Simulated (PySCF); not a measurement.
# C₄H₅FO: NMR shifts and spin-spin couplings in gas and solvents, part 2 of 3

PySCF 2.14.0. Atoms count from 0. The steps go on from the part before.

## 8. Shielding tensors: wB97X-D/pcSseg-2 in chloroform

Job settings and geometry (Å):

```
{"job": {"kind": "nmr", "xc": "wB97X-D", "basis": "pcSseg-2", "pop": false, "solvent": "chloroform"}, "charge": 0, "multiplicity": 1}
O      1.905760    -0.070927    -1.058633
C      1.439816     0.502746    -0.134031
F      2.180306     1.392711     0.557660
C      0.086980     0.389335     0.419852
C     -0.565973    -0.972441     0.343564
C     -1.025831     0.100893    -0.561878
H     -0.126440     1.014339     1.275042
H     -1.186249    -1.249478     1.185577
H      0.036631    -1.765671    -0.078812
H     -1.974325     0.583588    -0.367500
H     -0.731283     0.041787    -1.601523
```

With the program's defaults for keys left out, this is: GIAO wB97X-D/pcSseg-2 NMR shielding, non-relativistic, IEF-PCM chloroform.

What it wrote:

```text
coarse grid: 9616 points
cycle   1  E = -330.3621775678  dE =  1.255e+00  |g| = 9.451e-01  |ddm| = 2.281e+00
cycle   2  E = -330.2363655370  dE =  1.258e-01  |g| = 1.325e+00  |ddm| = 9.483e-01
cycle   3  E = -330.5222538931  dE = -2.859e-01  |g| = 1.064e-01  |ddm| = 5.649e-01
cycle   4  E = -330.5236142304  dE = -1.360e-03  |g| = 6.213e-02  |ddm| = 7.055e-02
cycle   5  E = -330.5241744934  dE = -5.603e-04  |g| = 8.961e-03  |ddm| = 2.817e-02
cycle   6  E = -330.5241923874  dE = -1.789e-05  |g| = 3.692e-03  |ddm| = 9.672e-03
cycle   7  E = -330.5241959760  dE = -3.589e-06  |g| = 9.005e-04  |ddm| = 2.887e-03
final grid: 94504 points
cycle   8  E = -330.5209309296  dE = -2.810e-04  |g| = 1.028e-02  |ddm| = 5.319e-02
cycle   9  E = -330.5209308587  dE =  7.090e-08  |g| = 1.119e-02  |ddm| = 1.159e-02
cycle  10  E = -330.5209499242  dE = -1.907e-05  |g| = 1.176e-03  |ddm| = 5.246e-03
cycle  11  E = -330.5209500562  dE = -1.320e-07  |g| = 7.899e-04  |ddm| = 1.263e-03
cycle  12  E = -330.5209501811  dE = -1.249e-07  |g| = 1.724e-04  |ddm| = 4.303e-04
cycle  13  E = -330.5209501863  dE = -5.170e-09  |g| = 4.780e-05  |ddm| = 1.140e-04
cycle  14  E = -330.5209501872  dE = -9.220e-10  |g| = 8.309e-06  |ddm| = 8.211e-05
converged SCF energy = -330.5209501872

GIAO shielding tensors (ppm)
atom      isotropic    diamagn.    paramagn.     s11        s22        s33       span
  0 O      -49.020     395.983    -445.003   -303.456   -131.148    287.542    590.998
  1 C        2.670     252.128    -249.457   -118.313     41.606     84.717    203.029
  2 F      130.168     469.128    -338.959   -103.788    200.573    293.720    397.508
  3 C      172.123     250.619     -78.495    136.771    151.527    228.072     91.301
  4 C      171.199     250.710     -79.512    141.949    173.882    197.764     55.814
  5 C      171.267     250.756     -79.490    142.117    173.908    197.776     55.659
  6 H       29.900      31.208      -1.308     23.177     27.790     38.731     15.554
  7 H       30.392      30.027       0.365     24.956     25.821     40.399     15.443
  8 H       30.412      31.498      -1.086     25.091     27.463     38.683     13.593
  9 H       30.376      30.025       0.351     24.959     25.802     40.367     15.408
 10 H       30.413      31.532      -1.119     25.068     27.478     38.693     13.625
```

Wall time 52 s (2 threads of Intel Xeon at 2.70GHz, shared host); peak memory 2 GiB.

This run: δ C1 184.4, C4 15.9, C3 15.0, O0 384.2, H6 1.71, H7 1.23 ppm (means over like atoms).

## 9. Indirect couplings: B3LYP/pcJ-2

Settings changed since step 8:

```diff
@@ -1,2 +1,2 @@
-{"job": {"kind": "nmr", "xc": "wB97X-D", "basis": "pcSseg-2", "pop": false, "solvent": "chloroform"}, "charge": 0, "multiplicity": 1}
+{"job": {"kind": "j", "xc": "B3LYP", "basis": "pcJ-2", "full": false}, "charge": 0, "multiplicity": 1}
 O      1.905760    -0.070927    -1.058633
```

Level: B3LYP/pcJ-2 indirect spin-spin coupling, non-relativistic, gas phase.

What it wrote:

```text
coarse grid: 9616 points
cycle   1  E = -330.4740850897  dE =  1.037e+00  |g| = 9.723e-01  |ddm| = 2.188e+00
cycle   2  E = -329.9267793362  dE =  5.473e-01  |g| = 1.991e+00  |ddm| = 1.411e+00
cycle   3  E = -330.6238044003  dE = -6.970e-01  |g| = 3.070e-01  |ddm| = 1.082e+00
cycle   4  E = -330.6392950412  dE = -1.549e-02  |g| = 1.038e-01  |ddm| = 1.935e-01
cycle   5  E = -330.6406705807  dE = -1.376e-03  |g| = 2.736e-02  |ddm| = 4.460e-02
cycle   6  E = -330.6408239370  dE = -1.534e-04  |g| = 8.174e-03  |ddm| = 1.908e-02
cycle   7  E = -330.6408363185  dE = -1.238e-05  |g| = 1.850e-03  |ddm| = 4.722e-03
cycle   8  E = -330.6408369904  dE = -6.720e-07  |g| = 4.501e-04  |ddm| = 1.508e-03
final grid: 94504 points
cycle   9  E = -330.6366526936  dE = -1.697e-04  |g| = 7.035e-03  |ddm| = 6.121e-02
cycle  10  E = -330.6366407509  dE =  1.194e-05  |g| = 1.040e-02  |ddm| = 7.958e-03
cycle  11  E = -330.6366616913  dE = -2.094e-05  |g| = 1.542e-03  |ddm| = 5.333e-03
cycle  12  E = -330.6366619277  dE = -2.364e-07  |g| = 9.355e-04  |ddm| = 1.089e-03
cycle  13  E = -330.6366620715  dE = -1.438e-07  |g| = 2.950e-04  |ddm| = 5.252e-04
cycle  14  E = -330.6366620852  dE = -1.372e-08  |g| = 4.398e-05  |ddm| = 1.491e-04
cycle  15  E = -330.6366620856  dE = -3.424e-10  |g| = 1.360e-05  |ddm| = 3.089e-05
converged SCF energy = -330.6366620856

Indirect spin-spin couplings (Hz)
  i      j    bonds     total        FC       PSO       DSO        SD
  0 O    1 C    1     25.181    13.187    12.097    -0.104         -
  0 O    2 F    2     55.419   -10.149    68.307     0.253    -2.992
  0 O    3 C    2     -0.918    -2.486     1.530     0.037         -
  0 O    4 C    3     -0.908    -0.793    -0.123     0.008         -
  0 O    5 C    3     -0.916    -0.804    -0.120     0.008         -
  0 O    6 H    3     -1.359    -1.759     0.035     0.365         -
  0 O    7 H    4     -0.285    -0.213    -0.290     0.218         -
  0 O    8 H    4      0.161     0.054     0.241    -0.134         -
  0 O    9 H    4     -0.286    -0.216    -0.288     0.217         -
  0 O   10 H    4      0.166     0.053     0.250    -0.137         -
  1 C    2 F    1   -415.729  -373.221   -45.478     1.007     1.962
  1 C    3 C    1     86.351    88.756    -2.784     0.380         -
  1 C    4 C    2     -1.444    -1.251    -0.241     0.048         -
  1 C    5 C    2     -1.400    -1.209    -0.239     0.048         -
  1 C    6 H    2     -2.026    -1.692    -0.384     0.050         -
  1 C    7 H    3      3.532     3.515     0.297    -0.280         -
  1 C    8 H    3      6.431     6.612    -0.437     0.256         -
  1 C    9 H    3      3.502     3.486     0.297    -0.281         -
  1 C   10 H    3      6.451     6.637    -0.446     0.260         -
  2 F    3 C    2     88.725    97.285    -8.507     0.019    -0.072
  2 F    4 C    3     -2.303    -1.767    -0.445    -0.306     0.215
  2 F    5 C    3     -2.247    -1.748    -0.432    -0.308     0.242
  2 F    6 H    3     -4.924    -1.592    -2.493     0.377    -1.216
  2 F    7 H    4     -0.463    -0.403     1.276    -1.151    -0.186
  2 F    8 H    4     -0.155     0.528     0.478    -1.125    -0.036
  2 F    9 H    4     -0.477    -0.425     1.289    -1.158    -0.183
  2 F   10 H    4     -0.217     0.483     0.469    -1.134    -0.034
  3 C    4 C    1     10.028    10.521    -0.715     0.222         -
  3 C    5 C    1     10.179    10.681    -0.724     0.222         -
  3 C    6 H    1    178.785   177.221     0.433     1.131         -
  3 C    7 H    2     -1.370    -1.504     0.336    -0.203         -
  3 C    8 H    2     -2.460    -2.660     0.389    -0.189         -
  3 C    9 H    2     -1.374    -1.506     0.340    -0.208         -
  3 C   10 H    2     -2.497    -2.697     0.383    -0.183         -
  4 C    5 C    1     16.191    17.974    -1.964     0.180         -
  4 C    6 H    2     -0.796    -0.944     0.437    -0.289         -
  4 C    7 H    1    171.538   170.051     0.701     0.786         -
  4 C    8 H    1    175.463   174.125     0.496     0.843         -
  4 C    9 H    2     -1.710    -1.636     0.308    -0.381         -
  4 C   10 H    2     -1.609    -1.538     0.254    -0.325         -
  5 C    6 H    2     -0.765    -0.913     0.441    -0.292         -
  5 C    7 H    2     -1.735    -1.662     0.306    -0.379         -
  5 C    8 H    2     -1.581    -1.511     0.257    -0.328         -
  5 C    9 H    1    172.026   170.543     0.696     0.786         -
  5 C   10 H    1    174.940   173.596     0.500     0.844         -
  6 H    7 H    3      9.248     9.231     0.154    -0.137         -
  6 H    8 H    3      4.907     4.845     2.715    -2.652         -
  6 H    9 H    3      9.179     9.163     0.179    -0.163         -
  6 H   10 H    3      4.990     4.928     2.721    -2.658         -
  7 H    8 H    2     -4.386    -4.679     3.387    -3.094         -
  7 H    9 H    3     10.550    10.575     0.486    -0.512         -
  7 H   10 H    3      8.299     8.284     2.881    -2.866         -
  8 H    9 H    3      8.154     8.139     2.874    -2.859         -
  8 H   10 H    3     11.473    11.484     0.152    -0.162         -
  9 H   10 H    2     -4.413    -4.705     3.384    -3.092         -
```

Wall time 89 s (2 threads of Intel Xeon at 2.70GHz, shared host); peak memory 1.8 GiB.

A choice of the couplings up to four bonds, sorted by the number of bonds, with means over like pairs; isotopes 13C, 19F, 1H, 17O:

```
  pair  bonds  J (Hz)  Fermi contact (Hz)  dihedral (°)  measured size
 C1–F2      1  -415.7              -373.2             –              –
 C3–H6      1   178.8               177.2             –              –
 C4–H8      1   175.2               173.9             –              –
 C4–H7      1   171.8               170.3             –              –
 C1–C3      1    86.4                88.8             –              –
 O0–C1      1    25.2                13.2             –              –
 C4–C5      1    16.2                18.0             –              –
 C3–C4      1    10.1                10.6             –              –
 F2–C3      2    88.7                97.3             –              –
 O0–F2      2    55.4               -10.1             –              –
 H7–H8      2    -4.4                -4.7             –            4.5
 C3–H8      2    -2.5                -2.7             –              –
 C1–H6      2    -2.0                -1.7             –              –
 C4–H9      2    -1.7                -1.6             –              –
C4–H10      2    -1.6                -1.5             –              –
 C1–C4      2    -1.4                -1.2             –              –
 C3–H7      2    -1.4                -1.5             –              –
H8–H10      3    11.5                11.5             0              –
 H7–H9      3    10.6                10.6             0              –
 H6–H7      3     9.2                 9.2            -2            8.0
H7–H10      3     8.2                 8.2          -149              –
 C1–H8      3     6.4                 6.6             2              –
 H6–H8      3     4.9                 4.9          -143            4.6
 F2–H6      3    -4.9                -1.6             0              –
 C1–H7      3     3.5                 3.5           144              –
 F2–C4      3    -2.3                -1.8          -146              –
```

Measured values: solution (compiled); Pretsch, Buehlmann, Badertscher, Structure Determination of Organic Compounds, 4th ed., Springer 2009.

The spin-dipole term was solved for some atoms only; pairs without it lack that part.

The response was solved for the nuclei of C, F, H alone, so couplings that need other nuclei can be missing.

Quadrupole couplings from the field gradients of the same density:

```
atom  isotope  eQq/h (MHz)     η
  O0      17O        8.639  0.35
```

Joined with the shifts from before (PBE0/pcSseg-2, unscaled), the couplings predict the line list below for 400 MHz.

1H NMR δ 1.51 (ttd, J = 9.2, 4.9, 4.9 Hz, 1H), 1.16 (m, 2H), 0.97 (m, 2H).

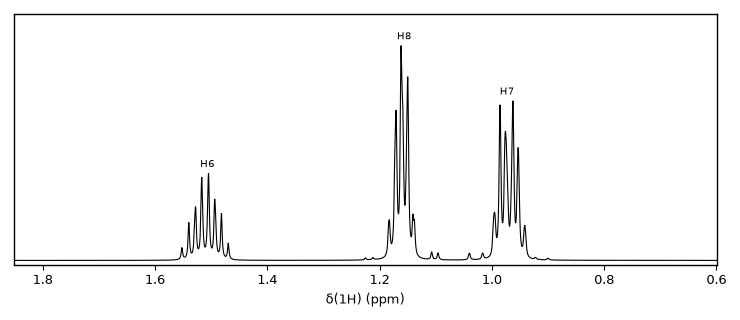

Simulated proton spectrum at 400 MHz, by exact diagonalisation of each spin system; lines 1.2 Hz wide, exchangeable protons uncoupled.

## 10. J couplings: PBE0/pcJ-2

Settings changed since step 9:

```diff
@@ -1,2 +1,2 @@
-{"job": {"kind": "j", "xc": "B3LYP", "basis": "pcJ-2", "full": false}, "charge": 0, "multiplicity": 1}
+{"job": {"kind": "j", "xc": "PBE0", "basis": "pcJ-2", "full": false}, "charge": 0, "multiplicity": 1}
 O      1.905760    -0.070927    -1.058633
```

Level: PBE0/pcJ-2 indirect spin-spin coupling, non-relativistic, gas phase.

What it wrote:

```text
coarse grid: 9616 points
cycle   1  E = -330.1355437815  dE =  1.066e+00  |g| = 8.971e-01  |ddm| = 2.182e+00
cycle   2  E = -329.7402424259  dE =  3.953e-01  |g| = 1.742e+00  |ddm| = 1.204e+00
cycle   3  E = -330.2694920293  dE = -5.292e-01  |g| = 2.426e-01  |ddm| = 8.865e-01
cycle   4  E = -330.2789994502  dE = -9.507e-03  |g| = 8.263e-02  |ddm| = 1.520e-01
cycle   5  E = -330.2799026700  dE = -9.032e-04  |g| = 2.010e-02  |ddm| = 3.589e-02
cycle   6  E = -330.2799856744  dE = -8.300e-05  |g| = 6.054e-03  |ddm| = 1.423e-02
cycle   7  E = -330.2799924885  dE = -6.814e-06  |g| = 1.312e-03  |ddm| = 3.373e-03
final grid: 94504 points
cycle   8  E = -330.2726778341  dE = -1.583e-04  |g| = 1.229e-02  |ddm| = 5.637e-02
cycle   9  E = -330.2726209713  dE =  5.686e-05  |g| = 2.130e-02  |ddm| = 1.494e-02
cycle  10  E = -330.2727053302  dE = -8.436e-05  |g| = 2.676e-03  |ddm| = 1.021e-02
cycle  11  E = -330.2727065697  dE = -1.239e-06  |g| = 7.695e-04  |ddm| = 1.589e-03
cycle  12  E = -330.2727066680  dE = -9.827e-08  |g| = 2.487e-04  |ddm| = 4.798e-04
cycle  13  E = -330.2727066768  dE = -8.830e-09  |g| = 4.045e-05  |ddm| = 1.171e-04
cycle  14  E = -330.2727066771  dE = -2.863e-10  |g| = 1.085e-05  |ddm| = 2.741e-05
converged SCF energy = -330.2727066771

Indirect spin-spin couplings (Hz)
  i      j    bonds     total        FC       PSO       DSO        SD
  0 O    1 C    1     25.097    13.367    11.835    -0.105         -
  0 O    2 F    2     54.459   -10.933    68.347     0.253    -3.208
  0 O    3 C    2     -0.829    -2.383     1.518     0.037         -
  0 O    4 C    3     -0.839    -0.735    -0.112     0.008         -
  0 O    5 C    3     -0.845    -0.744    -0.109     0.008         -
  0 O    6 H    3     -1.321    -1.733     0.048     0.364         -
  0 O    7 H    4     -0.257    -0.185    -0.290     0.218         -
  0 O    8 H    4      0.222     0.115     0.241    -0.134         -
  0 O    9 H    4     -0.259    -0.188    -0.288     0.217         -
  0 O   10 H    4      0.225     0.113     0.249    -0.137         -
  1 C    2 F    1   -404.752  -362.679   -44.527     1.007     1.447
  1 C    3 C    1     83.114    85.395    -2.663     0.381         -
  1 C    4 C    2     -1.750    -1.562    -0.236     0.048         -
  1 C    5 C    2     -1.705    -1.519    -0.234     0.048         -
  1 C    6 H    2     -2.923    -2.599    -0.376     0.052         -
  1 C    7 H    3      3.440     3.424     0.295    -0.280         -
  1 C    8 H    3      6.325     6.504    -0.435     0.256         -
  1 C    9 H    3      3.410     3.395     0.295    -0.280         -
  1 C   10 H    3      6.343     6.527    -0.445     0.260         -
  2 F    3 C    2     86.714    95.051    -8.267     0.020    -0.090
  2 F    4 C    3     -2.275    -1.776    -0.459    -0.306     0.267
  2 F    5 C    3     -2.213    -1.751    -0.447    -0.308     0.294
  2 F    6 H    3     -5.677    -2.306    -2.496     0.375    -1.250
  2 F    7 H    4     -0.499    -0.440     1.273    -1.151    -0.182
  2 F    9 H    4     -0.511    -0.460     1.286    -1.158    -0.178
  2 F   10 H    4     -0.174     0.523     0.470    -1.135    -0.032
  3 C    4 C    1      9.447     9.912    -0.688     0.223         -
  3 C    5 C    1      9.591    10.065    -0.696     0.223         -
  3 C    6 H    1    168.703   167.198     0.362     1.143         -
  3 C    7 H    2     -1.932    -2.065     0.336    -0.202         -
  3 C    8 H    2     -2.981    -3.176     0.382    -0.188         -
  3 C    9 H    2     -1.936    -2.068     0.339    -0.207         -
  3 C   10 H    2     -3.023    -3.217     0.376    -0.182         -
  4 C    5 C    1     15.220    16.928    -1.888     0.181         -
  4 C    6 H    2     -1.301    -1.451     0.437    -0.288         -
  4 C    7 H    1    161.800   160.368     0.633     0.798         -
  4 C    8 H    1    165.097   163.801     0.440     0.855         -
  4 C    9 H    2     -2.333    -2.263     0.311    -0.380         -
  4 C   10 H    2     -2.248    -2.180     0.256    -0.324         -
  5 C    6 H    2     -1.271    -1.420     0.441    -0.291         -
  5 C    7 H    2     -2.360    -2.290     0.308    -0.378         -
  5 C    8 H    2     -2.218    -2.150     0.259    -0.326         -
  5 C    9 H    1    162.270   160.843     0.628     0.798         -
  5 C   10 H    1    164.591   163.290     0.445     0.857         -
  6 H    7 H    3      8.784     8.770     0.152    -0.138         -
  6 H    8 H    3      4.718     4.652     2.713    -2.648         -
  6 H    9 H    3      8.717     8.704     0.177    -0.164         -
  6 H   10 H    3      4.796     4.730     2.719    -2.654         -
  7 H    8 H    2     -5.694    -5.981     3.368    -3.080         -
  7 H    9 H    3     10.030    10.059     0.484    -0.513         -
  7 H   10 H    3      7.952     7.933     2.880    -2.861         -
  8 H    9 H    3      7.815     7.796     2.873    -2.854         -
  8 H   10 H    3     10.920    10.935     0.149    -0.164         -
  9 H   10 H    2     -5.719    -6.007     3.365    -3.078         -
```

Run time: 97 s. Hardware: 2 threads of Intel Xeon at 2.70GHz, shared host; peak memory 1.8 GiB.

In short: J(C1,F2) -404.8 Hz, J(C3,H6) 168.7 Hz, J(C4,H8) 164.8 Hz (means over like pairs).

(Part 2 of 3 ends here.)
